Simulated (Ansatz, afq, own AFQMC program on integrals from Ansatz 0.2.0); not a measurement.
# SiNH5 (singlet): quantum Monte Carlo beside coupled cluster at distance Si1–N2 = 1.911 Å, 6-31G

How near does AFQMC come to the top of the ladder for SiNH5 (singlet)?

Computed with Ansatz 0.2.0, Gaussian basis, and an in-house AFQMC program (afq) on its integrals; all values are calculated. Level: 6-31G, frozen cores.

To be run: PBE (unrestricted); r2SCAN (unrestricted); PBE0 (unrestricted); B3LYP (unrestricted); wB97M-V (unrestricted); B2PLYP (unrestricted); CCSD(T) on RHF; CCSDT(Q) on RHF; Phaseless AFQMC, CISD trial on RHF; UHF.

2 further runs of the same task are left out: 2 that didn't finish.

## 1. What is computed

The geometry derives from a PBE0/def2-TZVP stationary point (not a proven minimum). One bond is set to the value named and the two fragments are kept rigid.

7 atoms, charge 0, spin multiplicity 1.

Atoms are counted from 1 here; the program's logs count them from 0.

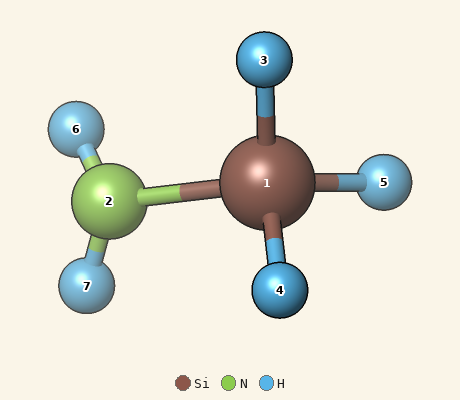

The structure; silicon brown, nitrogen green, hydrogen blue; atoms are numbered from 1 in the order of the file.

## 2. PBE (unrestricted)

in.yaml reads:

```yaml
crystal:
  periodic: [false, false, false]
  atoms:
    - {symbol: Si, position_ang: [-0.013803, 0.000000, 0.637366]}
    - {symbol: N, position_ang: [0.058617, 0.000000, -1.272261]}
    - {symbol: H, position_ang: [0.681817, -1.220684, 1.120586]}
    - {symbol: H, position_ang: [0.681815, 1.220686, 1.120586]}
    - {symbol: H, position_ang: [-1.380985, -0.000001, 1.240007]}
    - {symbol: H, position_ang: [-0.206303, -0.828320, -1.780564]}
    - {symbol: H, position_ang: [-0.206304, 0.828319, -1.780564]}
basis:
  gaussian: {orbitals: 6-31G}
magnetization: {spin_polarized: true, initial_magnetization: 0}
hamiltonian: {xc: {name: PBE}}
output: {orbitals: {seedname: orbitals}}
```

Launch:

```bash
$ ansatz run in.yaml --threads 1 --pin off --events-out ev --progress --plain --max-ram 1382MiB
```

The log of the run:

```text
Functional definition: PBE
  name "PBE"
  cite "Perdew, Burke & Ernzerhof, Phys. Rev. Lett. 77, 3865 (1996) doi:10.1103/PhysRevLett.77.3865"
  parent pbe
  parameter kappa = 0.804
  parameter beta = 0.06672455060314922
  exchange = pbe_x(kappa = kappa, mu = beta*pi^2/3)
  correlation = pbe_c(beta = beta)
432 factors; integrals over basis functions are off by at most 2.4e-4 eV
mean field evaluation 1: about -9433.8510 eV, gradient 4.1e1 eV
mean field evaluation 2: about -9395.4101 eV, gradient 8.5e1 eV
mean field evaluation 4: about -9440.9539 eV, gradient 1.7e0 eV
mean field evaluation 8: about -9440.9737 eV, gradient 6.8e-2 eV
mean field -9440.97377606 eV, -346.9493869482 hartree, gradient 2.5e-5 eV, S^2 0.000000; 0 other end points of the search recorded, 0 dependent functions left out
reference -9440.97380697 eV, -346.9493880844 hartree; 13, 13 occupied and 19, 19 virtual orbitals, 432 factors
Total energy: -9440.97380697 eV, -346.9493880844 hartree
```

Run time: 1.1 s. Hardware: 1 thread of Arm Neoverse V1, shared host.

From the report: ⟨S²⟩ of the determinant 0.000 (pure singlet: 0.00).

## 3. r2SCAN (unrestricted)

Edit in.yaml of step 2 so:

```diff
@@ -13,3 +13,2 @@
 magnetization: {spin_polarized: true, initial_magnetization: 0}
-hamiltonian: {xc: {name: PBE}}
-output: {orbitals: {seedname: orbitals}}
+hamiltonian: {xc: {name: r2SCAN}}
```

Launched as before.

The log of the run:

```text
Functional definition: r2SCAN
  name "r2SCAN"
  cite "Furness, Kaplan, Ning, Perdew & Sun, J. Phys. Chem. Lett. 11, 8208 (2020) doi:10.1021/acs.jpclett.0c02405"
  cite "Furness, Kaplan, Ning, Perdew & Sun, J. Phys. Chem. Lett. 11, 9248 (2020) doi:10.1021/acs.jpclett.0c03077"
  parent r2scan
  parameter k0 = 0.174
  parameter k1 = 0.065
  parameter a1 = 4.9479
  exchange = r2scan_x(k0 = k0, k1 = k1, a1 = a1)
  correlation = r2scan_c
432 factors; integrals over basis functions are off by at most 2.4e-4 eV
mean field evaluation 1: about -9439.6063 eV, gradient 3.8e1 eV
mean field evaluation 2: about -9417.5656 eV, gradient 7.1e1 eV
mean field evaluation 4: about -9445.4266 eV, gradient 1.0e0 eV
mean field evaluation 8: about -9445.4267 eV, gradient 5.3e-3 eV
mean field -9445.42673562 eV, -347.1130301938 hartree, gradient 7.0e-5 eV, S^2 0.000000; 0 other end points of the search recorded, 0 dependent functions left out
reference -9445.42674506 eV, -347.1130305408 hartree; 13, 13 occupied and 19, 19 virtual orbitals, 432 factors
Total energy: -9445.42674506 eV, -347.1130305408 hartree
```

Run time: 2.3 s. Hardware: 1 thread of Arm Neoverse V1, shared host.

From the report: ⟨S²⟩ of the determinant 0.000 (pure singlet: 0.00).

## 4. PBE0 (unrestricted)

Edit in.yaml of step 3 so:

```diff
@@ -13,2 +13,3 @@
 magnetization: {spin_polarized: true, initial_magnetization: 0}
-hamiltonian: {xc: {name: r2SCAN}}
+hamiltonian: {xc: {name: PBE0}}
+output: {orbitals: {seedname: orbitals}}
```

The command is unchanged.

The log of the run:

```text
Functional definition: PBE0
  name "PBE0"
  cite "Adamo & Barone, J. Chem. Phys. 110, 6158 (1999) doi:10.1063/1.478522"
  cite "Perdew, Burke & Ernzerhof, Phys. Rev. Lett. 77, 3865 (1996) doi:10.1103/PhysRevLett.77.3865"
  parent pbe
  parameter a = 0.25
  parameter kappa = 0.804
  parameter beta = 0.06672455060314922
  exchange = (1 - a)*pbe_x(kappa = kappa, mu = beta*pi^2/3) + a*exact_x
  correlation = pbe_c(beta = beta)
432 factors; integrals over basis functions are off by at most 2.4e-4 eV
mean field evaluation 1: about -9437.2977 eV, gradient 3.3e1 eV
mean field evaluation 2: about -9428.5599 eV, gradient 5.2e1 eV
mean field evaluation 4: about -9441.8732 eV, gradient 3.6e-1 eV
mean field evaluation 8: about -9441.8675 eV, gradient 1.1e-2 eV
mean field -9441.86753251 eV, -346.9822318922 hartree, gradient 4.1e-5 eV, S^2 0.000000; 0 other end points of the search recorded, 0 dependent functions left out
reference -9441.86755525 eV, -346.9822327276 hartree; 13, 13 occupied and 19, 19 virtual orbitals, 432 factors
Total energy: -9441.86755525 eV, -346.9822327276 hartree
```

Wall time 1.1 s (1 thread of Arm Neoverse V1, shared host).

From the report: ⟨S²⟩ of the determinant 0.000 (pure singlet: 0.00).

## 5. B3LYP (unrestricted)

Edit in.yaml of step 4 so:

```diff
@@ -13,3 +13,2 @@
 magnetization: {spin_polarized: true, initial_magnetization: 0}
-hamiltonian: {xc: {name: PBE0}}
-output: {orbitals: {seedname: orbitals}}
+hamiltonian: {xc: {name: B3LYP}}
```

Launched as before.

The log of the run, cut to the lines that bear on the results:

```text
Functional definition: B3LYP
  name "B3LYP"
  cite "Stephens, Devlin, Chabalowski & Frisch, J. Phys. Chem. 98, 11623 (1994) doi:10.1021/j100096a001"
  cite "Becke, Phys. Rev. A 38, 3098 (1988) doi:10.1103/PhysRevA.38.3098"
  cite "Lee, Yang & Parr, Phys. Rev. B 37, 785 (1988) doi:10.1103/PhysRevB.37.785"
  cite "Vosko, Wilk & Nusair, Can. J. Phys. 58, 1200 (1980) doi:10.1139/p80-159"
[...]
432 factors; integrals over basis functions are off by at most 2.4e-4 eV
[...]
mean field -9447.81707404 eV, -347.2008735107 hartree, gradient 7.8e-5 eV, S^2 0.000000; 0 other end points of the search recorded, 0 dependent functions left out
reference -9447.81727918 eV, -347.2008810492 hartree; 13, 13 occupied and 19, 19 virtual orbitals, 432 factors
Total energy: -9447.81727918 eV, -347.2008810492 hartree
```

Wall time 1.4 s (1 thread of Arm Neoverse V1, shared host).

From the report: ⟨S²⟩ of the determinant 0.000 (pure singlet: 0.00).

## 6. wB97M-V (unrestricted)

Edit in.yaml of step 5 so:

```diff
@@ -13,2 +13,3 @@
 magnetization: {spin_polarized: true, initial_magnetization: 0}
-hamiltonian: {xc: {name: B3LYP}}
+hamiltonian: {xc: {name: wB97M-V}}
+output: {orbitals: {seedname: orbitals}}
```

Launched as before.

The log of the run, cut to the lines that bear on the results:

```text
Functional definition: wB97M-V
  name "wB97M-V"
  cite "Mardirossian & Head-Gordon, J. Chem. Phys. 144, 214110 (2016) doi:10.1063/1.4952647"
  cite "Becke, J. Chem. Phys. 107, 8554 (1997) doi:10.1063/1.475007"
  cite "Vydrov & Van Voorhis, J. Chem. Phys. 133, 244103 (2010) doi:10.1063/1.3521275"
  # Of w^i u^j: cxij and so on, Table III.
[...]
  gx(w, u) = 1 - cx + cx01*u + cx10*w
  gss(w, u) = css00 + css04*u^4 + css10*w + css20*w^2 + css43*w^4*u^3
  gos(w, u) = cos00 + cos10*w + (cos20 + cos21*u)*w^2 + (cos60 + cos61*u)*w^6
[...]
      + integral(e_c_pw_mod_opposite_spin*gos(b97_w_opposite, b97_u_opposite)) + vv10(b, c)
432 factors; integrals over basis functions are off by at most 2.4e-4 eV
168 factors; integrals over basis functions are off by at most 4.8e-6 eV
[...]
mean field -9445.52458471 eV, -347.1166260817 hartree, gradient 1.9e-5 eV, S^2 0.000000; 0 other end points of the search recorded, 0 dependent functions left out
reference -9445.52461915 eV, -347.1166273471 hartree; 13, 13 occupied and 19, 19 virtual orbitals, 432 factors
Total energy: -9445.52461915 eV, -347.1166273471 hartree
```

It took 6.5 s on 1 thread of Arm Neoverse V1, shared host.

From the report: ⟨S²⟩ of the determinant 0.000 (pure singlet: 0.00).

## 7. B2PLYP (unrestricted)

Edit in.yaml of step 6 so:

```diff
@@ -13,3 +13,3 @@
 magnetization: {spin_polarized: true, initial_magnetization: 0}
-hamiltonian: {xc: {name: wB97M-V}}
-output: {orbitals: {seedname: orbitals}}
+hamiltonian: {xc: {name: B2PLYP}}
+correlation: {electrons: outside_noble_gas}
```

The command is unchanged.

The log of the run, cut to the lines that bear on the results:

```text
Functional definition: B2PLYP
  name "B2PLYP"
  cite "Grimme, J. Chem. Phys. 124, 034108 (2006) doi:10.1063/1.2148954"
  cite "Becke, Phys. Rev. A 38, 3098 (1988) doi:10.1103/PhysRevA.38.3098"
  cite "Lee, Yang & Parr, Phys. Rev. B 37, 785 (1988) doi:10.1103/PhysRevB.37.785"
[...]
432 factors; integrals over basis functions are off by at most 2.4e-4 eV
[...]
mean field -9439.13424368 eV, -346.8817853801 hartree, gradient 7.0e-7 eV, S^2 0.000000; 0 other end points of the search recorded, 0 dependent functions left out
6 core orbitals not correlated: weight in the atoms' cores, before any rotation towards them, 1.000 or more for the frozen orbitals, at most 0.000 for the correlated occupied ones
reference -9439.13437343 eV, -346.8817901484 hartree; 7, 7 occupied and 19, 19 virtual orbitals, 432 factors
second order -5.87292993 eV of doubles, -0.00000000 eV of singles
Total energy: -9440.72006451 eV, -346.9400632208 hartree
```

Run time: 1.3 s. Hardware: 1 thread of Arm Neoverse V1, shared host.

From the report: ⟨S²⟩ of the determinant 0.000 (pure singlet: 0.00).

## 8. CCSD(T) on RHF

Edit in.yaml of step 7 so:

```diff
@@ -12,4 +12,3 @@
   gaussian: {orbitals: 6-31G}
-magnetization: {spin_polarized: true, initial_magnetization: 0}
-hamiltonian: {xc: {name: B2PLYP}}
-correlation: {electrons: outside_noble_gas}
+magnetization: {spin_polarized: false}
+correlation: {method: ccsd_t, electrons: outside_noble_gas, hamiltonian_folder: ham}
```

The command is unchanged.

The log of the run, cut to the lines that bear on the results:

```text
Functional definition: HF
  name "HF"
  cite "Fock, Z. Phys. 61, 126 (1930) doi:10.1007/BF01340294"
  parent pbe
[...]
432 factors; integrals over basis functions are off by at most 2.4e-4 eV
[...]
mean field -9420.63427705 eV, -346.2019241462 hartree, gradient 1.7e-6 eV, S^2 0.000000; 0 other end points of the search recorded, 0 dependent functions left out
6 core orbitals not correlated: weight in the atoms' cores, before any rotation towards them, 1.000 or more for the frozen orbitals, at most 0.000 for the correlated occupied ones
reference -9420.63427705 eV, -346.2019241462 hartree; 7, 7 occupied and 19, 19 virtual orbitals, 432 factors
second order -4.64862926 eV of doubles, -0.00000000 eV of singles
cycle   1  -5.07517964 eV  change   -4.3e-1 eV  update   6.6e-2
[...]
cycle   9  -5.37678965 eV  change    1.7e-6 eV  update   1.1e-5
perturbative correction -0.08756115 eV, -0.0032178129 hartree
Total energy: -9426.09862785 eV, -346.4027353344 hartree
```

It took 0.39 s on 1 thread of Arm Neoverse V1, shared host.

From the report: correlation -5.4644 eV; T1 0.011; largest double amplitude 0.04.

This run also writes the integrals to the folder ham.

## 9. CCSDT(Q) on RHF

Edit in.yaml of step 8 so:

```diff
@@ -13,2 +13,2 @@
 magnetization: {spin_polarized: false}
-correlation: {method: ccsd_t, electrons: outside_noble_gas, hamiltonian_folder: ham}
+correlation: {method: ccsdt_q, electrons: outside_noble_gas}
```

Launched as before.

The log of the run, cut to the lines that bear on the results:

```text
Functional definition: HF
  name "HF"
  cite "Fock, Z. Phys. 61, 126 (1930) doi:10.1007/BF01340294"
  parent pbe
[...]
755 factors; integrals over basis functions are off by at most 1.0e-7 eV
[...]
mean field -9420.63442676 eV, -346.2019296481 hartree, gradient 1.7e-6 eV, S^2 0.000000; 0 other end points of the search recorded, 0 dependent functions left out
6 core orbitals not correlated: weight in the atoms' cores, before any rotation towards them, 1.000 or more for the frozen orbitals, at most 0.000 for the correlated occupied ones
reference -9420.63442676 eV, -346.2019296481 hartree; 7, 7 occupied and 19, 19 virtual orbitals, 755 factors
second order -4.64869073 eV of doubles, -0.00000000 eV of singles
cycle   1  -5.07520346 eV  change   -4.3e-1 eV  update   7.1e-2
[...]
cycle  13  -5.47672725 eV  change    3.1e-7 eV  update   9.9e-7
perturbative correction -0.01251641 eV, -0.0004599696 hartree
Total energy: -9426.12367042 eV, -346.4036556318 hartree
```

Run time: 2.6 s. Hardware: 1 thread of Arm Neoverse V1, shared host.

From the report: correlation -5.4892 eV; T1 0.011; largest double amplitude 0.04.

## 10. Phaseless AFQMC, CISD trial on RHF

It reads the integrals that the CCSD(T) run on this determinant wrote.

Launch:

```bash
$ afq ham --method phaseless --trial cisd --walkers 140 --populations 1 --least-time 40 --time-step 0.005 --steps-per-block 50 --equilibration-blocks 28 --max-blocks 300 --target-error 0.00045 --factor-cut 1e-05 --seed 9504 --release-times 0.24,0.51,0.99,1.62,2.4 --release-step 0.03 --release-every 4 --taylor-order 6
```

The log of the run:

```text
orbitals 26  electrons 7 7  factors 191 of 432
reference energy -346.20192415 Eh
CCSD correlation -0.19759322 Eh in 10 cycles, weight of the determinant in the CISD state 0.9051
energy of the start -346.399517 Eh
 block  time / (1/Eh)  mean weight  energy / Eh
     1     0.250  1.0004  -346.396519
     2     0.500  1.0018  -346.396923
     3     0.750  1.0003  -346.397659
     4     1.000  1.0005  -346.399353
     5     1.250  0.9999  -346.397774
     6     1.500  0.9998  -346.400791
     7     1.750  1.0007  -346.404089
     8     2.000  1.0010  -346.404938
     9     2.250  1.0005  -346.402854
    10     2.500  1.0010  -346.405447
    13     3.250  0.9998  -346.404926
    17     4.250  1.0017  -346.401323
    21     5.250  0.9992  -346.401682
    25     6.250  0.9999  -346.411146
    29     7.250  0.9988  -346.403201
    33     8.250  0.9985  -346.408773
    37     9.250  0.9993  -346.407753
    41    10.250  0.9998  -346.408530
    45    11.250  1.0007  -346.404418
    49    12.250  0.9998  -346.402371
    53    13.250  1.0003  -346.399811
    57    14.250  0.9984  -346.400553
    61    15.250  1.0003  -346.403388
    65    16.250  1.0012  -346.402801
    69    17.250  1.0001  -346.403236
    73    18.250  1.0000  -346.401875
    77    19.250  1.0007  -346.405550
    81    20.250  0.9998  -346.401250
    85    21.250  1.0005  -346.401042
    89    22.250  0.9996  -346.402463
    93    23.250  0.9998  -346.400203
    97    24.250  1.0010  -346.403321
   101    25.250  1.0004  -346.403897
   105    26.250  1.0013  -346.404213
   109    27.250  1.0004  -346.402842
   113    28.250  0.9994  -346.404884
   117    29.250  0.9999  -346.401235
   121    30.250  0.9993  -346.401565
   125    31.250  0.9990  -346.405548
   129    32.250  1.0009  -346.398768
   133    33.250  1.0009  -346.398626
   137    34.250  0.9989  -346.406168
   141    35.250  0.9998  -346.401153
   145    36.250  1.0003  -346.401885
   149    37.250  1.0000  -346.406156
   153    38.250  1.0001  -346.403485
   157    39.250  0.9997  -346.405476
   161    40.250  1.0016  -346.405123
   165    41.250  0.9998  -346.400764
   169    42.250  1.0014  -346.405319
   173    43.250  1.0004  -346.410773
   177    44.250  0.9997  -346.409864
   181    45.250  0.9990  -346.403752
   185    46.250  1.0000  -346.402787
blocks merged  error / Eh  count
     1  0.000243  160
     2  0.000304  80
     4  0.000356  40
     8  0.000394  20
    16  0.000488  10
released: time / (1/Eh)  energy / Eh  error  mean overlap
  0.24  -346.404423  0.000382  0.9980
  0.51  -346.404178  0.000361  1.0006
  0.99  -346.403637  0.000263  1.0133
  1.62  -346.403574  0.000328  1.0149
  2.40  -346.404197  0.000394  0.9916
energy -346.404065 +/- 0.000394 Eh
```

Run time: 2.8 min. Hardware: 1 thread of Arm Neoverse V1, shared host.

Energy -9426.1348 ± 0.0107 eV. Caveats: constraint bias not in the error. The error still grows with block length (0.0097 to 0.0133 eV), so the bar may be too small.

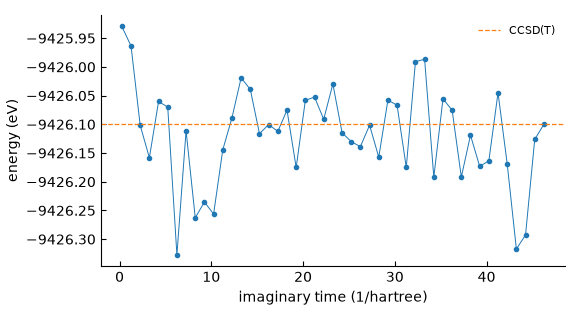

Block energies along the walk.

## 11. UHF

Edit in.yaml of step 9 so:

```diff
@@ -12,3 +12,4 @@
   gaussian: {orbitals: 6-31G}
-magnetization: {spin_polarized: false}
-correlation: {method: ccsdt_q, electrons: outside_noble_gas}
+magnetization: {spin_polarized: true, initial_magnetization: 0}
+hamiltonian: {xc: hf}
+output: {orbitals: {seedname: orbitals}}
```

Launch:

```bash
$ ansatz run in.yaml --threads 1 --pin off --events-out ev --progress --plain --max-ram 1382MiB
```

The log of the run:

```text
Functional definition: HF
  name "HF"
  cite "Fock, Z. Phys. 61, 126 (1930) doi:10.1007/BF01340294"
  parent pbe
  exchange = exact_x
  correlation = 0
432 factors; integrals over basis functions are off by at most 2.4e-4 eV
mean field evaluation 1: about -9418.8690 eV, gradient 1.9e1 eV
mean field evaluation 2: about -9418.8705 eV, gradient 1.9e1 eV
mean field evaluation 4: about -9420.6236 eV, gradient 1.2e0 eV
mean field evaluation 8: about -9420.6343 eV, gradient 4.3e-4 eV
mean field -9420.63427705 eV, -346.2019241462 hartree, gradient 1.4e-5 eV, S^2 0.000000; 0 other end points of the search recorded, 0 dependent functions left out
reference -9420.63427705 eV, -346.2019241462 hartree; 13, 13 occupied and 19, 19 virtual orbitals, 432 factors
Total energy: -9420.63427705 eV, -346.2019241462 hartree
```

Run time: 0.24 s. Hardware: 1 thread of Arm Neoverse V1, shared host.

From the report: ⟨S²⟩ of the determinant 0.000 (pure singlet: 0.00).

## 12. All levels side by side

On the RHF determinant, counted from CCSDT(Q) (a yardstick, not exact):

```csv
level,energy (eV),from CCSDT(Q) (meV),statistical error (meV),time
HF,-9420.6343,+5489.4,,
MP2,-9425.2829,+840.8,,
CCSD,-9426.0111,+112.6,,
CCSD(T),-9426.0986,+25.0,,
CCSDT(Q),-9426.1237,0.0,,
"Phaseless AFQMC, CISD trial, step 0.005, 140 walkers",-9426.1348,-11.1,10.7,2.8 min
```

The functionals' totals stand on their own zeros and serve differences with other points: PBE -9440.974 eV; r2SCAN -9445.427 eV; PBE0 -9441.868 eV; B3LYP -9447.817 eV; wB97M-V -9445.525 eV; B2PLYP -9440.720 eV.

## 13. What came out

| quantity | value |
| --- | --- |
| CCSD(T) on RHF from CCSDT(Q) | +25.0 meV |
| Phaseless AFQMC, CISD trial on RHF from CCSDT(Q) | -11.1 ± 10.7 meV |

In words: On RHF the phaseless walk with the CISD trial lies -11.1 meV from CCSDT(Q), within three error bars. Error bars are statistical and leave out the constraint, the time step and what remains of the start.
